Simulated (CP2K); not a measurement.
**GFN0-xTB run of C2H8BClSi (SMILES C[SiH2]CBCl)**

What is the energy difference between two shapes of C2H8BClSi at GFN0-xTB? 

The calculation is run with CP2K 2026.2.

2 further runs of the same task are left out: 1 that didn't finish, 1 set aside as unsound or not needed.

## (1) The structure to begin with

C2H8BClSi has 13 atoms, charge 0, and is taken as a singlet. SMILES: `C[SiH2]CBCl`. Geometry: a rough force-field guess. This is one conformer, not always the lowest.

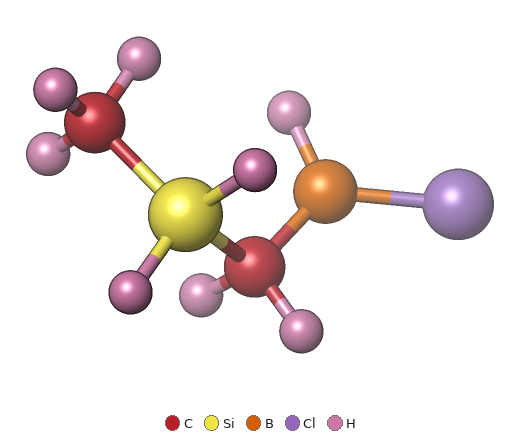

Viewed from a chosen angle; carbon red, silicon yellow, boron orange, chlorine purple, hydrogen pink.

## (2) Energy and forces at GFN0-xTB

job.inp

```
&global
 project job
 run_type ENERGY_FORCE
 print_level MEDIUM
&end global

&force_eval
 method Quickstep
 &dft
  charge 0
  multiplicity 1
  # Quickstep
  &qs
   method XTB
   eps_default 1.0E-10
   &xtb
    gfn_type 0
    check_atomic_charges F
   &end xtb
  &end qs
  # isolated system
  &poisson
   periodic NONE
   poisson_solver ANALYTIC
  &end poisson
  # self-consistent field
  &scf
   scf_guess ATOMIC
   eps_scf 1.0E-06
   max_scf 150
   added_mos 4
   &diagonalization
    algorithm STANDARD
   &end diagonalization
   &mixing
    method DIRECT_P_MIXING
    alpha 0.4
   &end mixing
  &end scf
  # extra output
  &print
   &moments
    periodic F
    reference COM
    max_moment 1
   &end moments
   &mo ON
    energies T
    occupation_numbers T
    ndigits 6
    &each
     qs_scf 0
    &end each
    add_last NUMERIC
   &end mo
   &hirshfeld OFF
   &end hirshfeld
  &end print
 &end dft
 &subsys
  &cell
   abc [angstrom] 15.7 16.8 16.2
   periodic NONE
  &end cell
  &coord
   C      6.808050     6.814600     9.149650
   Si     8.440650     7.602600     8.829550
   C      8.606250     8.045700     7.009550
   B      7.699550     9.212600     6.625850
   Cl     8.257250    10.815600     5.998350
   H      6.677950     6.576500    10.201650
   H      6.000050     7.608100     8.907550
   H      6.666050     5.984400     8.485450
   H      9.478950     6.640500     9.239750
   H      8.611750     8.813000     9.678550
   H      8.425850     7.148100     6.423250
   H      9.699950     8.389900     6.862050
   H      6.411450     9.048700     6.693950
  &end coord
 &end subsys
 # extra output
 &print
  &forces ON
  &end forces
 &end print
&end force_eval
```

Command:

```bash
$ OMP_NUM_THREADS=1 cp2k.psmp job.inp > job.out
```

Standard output:

```text
CP2K| version string:                                       CP2K version 2026.2
[...]
 GLOBAL| Method name                                                        CP2K
[...]
 GLOBAL| Run type                                                   ENERGY_FORCE
[...]
                             - Atoms:                                         13
[...]
                             - Spherical basis functions:                     46
[...]
 Number of electrons:                                                         30
[...]
 TB_DIPOLE| Moment [Debye]         -0.32980330      -2.27709569       0.89657198
 TB_DIPOLE| Derivative [a.u.]       0.00000000       0.00000000       0.00000000
[...]
 ENERGY| Total FORCE_EVAL ( QS ) energy [hartree]            -16.139817711005243
 FORCES| Atomic forces [hartree/bohr]
 FORCES|   Atom     x               y               z               |f|
 FORCES|      1 -2.53278960E-02  3.71661418E-02 -1.30852556E-03   4.49948514E-02
 FORCES|      2  1.41363157E-02  1.88379680E-03  1.18865984E-02   1.85654338E-02
 FORCES|      3  3.82094691E-02  1.36067961E-02  3.98833099E-03   4.07555544E-02
 FORCES|      4 -2.56733376E-02  2.54113529E-02 -1.79578894E-02   4.03403385E-02
 FORCES|      5 -7.03772514E-03 -2.52582427E-02  1.13757067E-02   2.85817267E-02
 FORCES|      6  1.94763759E-04 -6.20243587E-03 -3.01768403E-04   6.21282607E-03
 FORCES|      7  2.05334226E-02 -2.21414104E-02  4.92351127E-03   3.05958242E-02
 FORCES|      8 -2.99318864E-03 -1.04447050E-02 -2.02609477E-03   1.10524251E-02
 FORCES|      9 -4.46327221E-03  5.73178644E-03 -3.81019866E-03   8.20315722E-03
 FORCES|     10 -1.90673075E-03 -9.99393172E-03 -8.36767164E-03   1.31731629E-02
 FORCES|     11 -6.31372041E-04  4.54812051E-04 -5.28169830E-05   7.79919413E-04
 FORCES|     12 -2.68910571E-02 -1.38190038E-02  2.63706667E-03   3.03487716E-02
 FORCES|     13  2.18506082E-02  3.60504339E-03 -9.86248601E-04   2.21679522E-02
[...]
```

It took 0.26 s on 1 thread of Arm Neoverse V1, shared host.

## (3) The distorted shape

calc.inp

```
&GLOBAL
    PROJECT calc
    RUN_TYPE ENERGY_FORCE
    PRINT_LEVEL MEDIUM
&END GLOBAL
&FORCE_EVAL
    METHOD QS
    &DFT
        &QS
            METHOD XTB
            EPS_DEFAULT 1.0E-10
            &XTB
                GFN_TYPE 0
                CHECK_ATOMIC_CHARGES F
            &END XTB
        &END QS
        &POISSON
            PERIODIC NONE
            POISSON_SOLVER ANALYTIC
        &END POISSON
        # SCF settings
        &SCF
            SCF_GUESS ATOMIC
            EPS_SCF 1.0E-06
            MAX_SCF 150
            ADDED_MOS 4
            &DIAGONALIZATION
                ALGORITHM STANDARD
            &END DIAGONALIZATION
            &MIXING
                METHOD DIRECT_P_MIXING
                ALPHA 0.4
            &END MIXING
        &END SCF
        &PRINT
            &MOMENTS
                PERIODIC F
                REFERENCE COM
                MAX_MOMENT 1
            &END MOMENTS
            &MO ON
                ENERGIES T
                OCCUPATION_NUMBERS T
                NDIGITS 6
                &EACH
                    QS_SCF 0
                &END EACH
                ADD_LAST NUMERIC
            &END MO
            &HIRSHFELD OFF
            &END HIRSHFELD
        &END PRINT
    &END DFT
    # atoms, cell and kinds
    &SUBSYS
        &CELL
            ABC 15.7 16.8 16.2
            PERIODIC NONE
        &END CELL
        &COORD
            C      6.685574     6.862438     9.126374
            Si     8.402732     7.592858     8.934758
            C      8.463366     7.994249     7.113783
            B      7.821740     9.300684     6.568097
            Cl     8.031302    10.793983     5.982918
            H      6.659580     6.505233    10.217081
            H      6.005978     7.632965     8.866652
            H      6.557070     6.006017     8.555678
            H      9.326886     6.665654     9.343512
            H      8.650346     8.765700     9.733918
            H      8.341283     7.113068     6.498138
            H      9.694022     8.345594     6.893670
            H      6.268074     9.034454     6.759500
        &END COORD
    &END SUBSYS
    # extra output
    &PRINT
        &FORCES ON
        &END FORCES
    &END PRINT
&END FORCE_EVAL
```

Command:

```bash
$ OMP_NUM_THREADS=1 cp2k.psmp calc.inp > calc.out
```

Standard output:

```text
CP2K| version string:                                       CP2K version 2026.2
[...]
 GLOBAL| Method name                                                        CP2K
[...]
 GLOBAL| Run type                                                   ENERGY_FORCE
[...]
                             - Atoms:                                         13
[...]
                             - Spherical basis functions:                     46
[...]
 Number of electrons:                                                         30
[...]
 TB_DIPOLE| Moment [Debye]          3.29255652       0.13359594      -0.18982230
 TB_DIPOLE| Derivative [a.u.]       0.00000000       0.00000000       0.00000000
[...]
 ENERGY| Total FORCE_EVAL ( QS ) energy [hartree]            -16.107953859169587
 FORCES| Atomic forces [hartree/bohr]
 FORCES|   Atom     x               y               z               |f|
 FORCES|      1  3.03825776E-02  7.03150954E-03  5.58851189E-02   6.39975755E-02
 FORCES|      2 -2.25429562E-02  1.32998958E-02 -1.14351808E-02   2.85628336E-02
 FORCES|      3  7.05160312E-02  4.62669508E-02 -2.00477161E-02   8.66894014E-02
 FORCES|      4 -3.14588626E-02 -3.23268394E-02  1.37608762E-02   4.71597953E-02
 FORCES|      5  1.23667132E-02  1.18412996E-02 -5.16753475E-03   1.78845013E-02
 FORCES|      6 -8.62025020E-03  1.54046281E-02 -2.51338728E-02   3.07135612E-02
 FORCES|      7 -1.76545662E-02  9.56021882E-03  2.47790083E-03   2.02292235E-02
 FORCES|      8 -4.70760816E-03 -2.90242387E-02 -2.56023011E-02   3.89877651E-02
 FORCES|      9  2.08257251E-02 -2.19112293E-02  5.18139515E-03   3.06701753E-02
 FORCES|     10 -3.90122935E-03  2.27648381E-03 -1.26366842E-03   4.69029070E-03
 FORCES|     11 -5.32347302E-03 -8.20006668E-04 -2.19520852E-04   5.39072957E-03
 FORCES|     12 -4.47494071E-02 -2.19721459E-02  1.30580874E-02   5.15344378E-02
 FORCES|     13  4.86730571E-03  3.73473504E-04 -1.49358365E-03   5.10499162E-03
[...]
```

It took 0.28 s on 1 thread of Arm Neoverse V1, shared host.

## (4) Summary of results

At GFN0-xTB:

| quantity | value |
| --- | --- |
| first shape: total energy | -16.13982 Eh |
| first shape: dipole moment (from atomic charges alone) | 2.47 D |
| first shape: HOMO energy | -11.77 eV |
| first shape: LUMO energy | -6.78 eV |
| first shape: HOMO–LUMO gap | 4.99 eV |
| first shape: dispersion energy | -10.20 kJ/mol |
| first shape: largest force on an atom | 2.314 eV/Å |
| distorted shape: total energy | -16.10795 Eh |
| distorted shape: dipole moment (from atomic charges alone) | 3.30 D |
| distorted shape: HOMO energy | -11.50 eV |
| distorted shape: LUMO energy | -6.67 eV |
| distorted shape: HOMO–LUMO gap | 4.83 eV |
| distorted shape: dispersion energy | -11.41 kJ/mol |
| distorted shape: largest force on an atom | 4.458 eV/Å |
| energy change with the atoms displaced | 0.867 eV |

With the atoms displaced the energy rises by 0.87 eV (83.7 kJ/mol). The first shape isn't relaxed at this level, so the change isn't measured from a minimum. The largest force (first shape) is 2.31 eV/Å: the shape isn't a stationary point for this species at this level. The dipole (first shape) comes from point charges on the atoms alone, without atomic dipoles, so it is partial. The dipole (distorted shape) comes from point charges on the atoms alone, without atomic dipoles, so it is partial.
